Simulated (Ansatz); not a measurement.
The figure comes from a scan of NaI (rock salt): the crystal slips on the {100} plane by x·a + y·b in the surface cell, no atom relaxing, γ being the energy change per area. Level of theory: PBEsol (plane waves to 420 eV, PAW, scalar-relativistic; Ansatz, a program for electronic structure). k mesh 6×6×6 (Γ-centred), Fermi-Dirac smearing 0.05 eV. E is the zero-smearing estimate. Faults lie only 9.6 Å apart, and holding the cell height and the atoms raises γ above its relaxed value. NaI was relaxed with its symmetry unable to fall. Spin-orbit coupling is left out, though I is heavy. The zero of γ is zero shift.

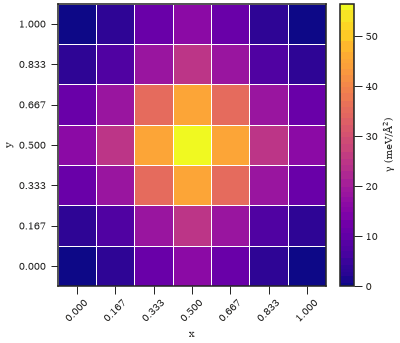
Figure: γ (meV/Å²), one tile a computed point (the last row and column repeat the first).

Problem. List the plotted points as numbers.

Solution. To the nearest 5:

γ (meV/Å²), with x across and y down:

```csv
y \ x,0.000,0.167,0.333,0.500,0.667,0.833
0.000,0,5,10,15,10,5
0.167,5,10,20,25,20,10
0.333,10,20,35,45,35,20
0.500,15,25,45,55,45,25
0.667,10,20,35,45,35,20
0.833,5,10,20,25,20,10
```

(The slope of γ gives the shear force per area between the displaced halves; near zero shift its curvature is an elastic stiffness.)
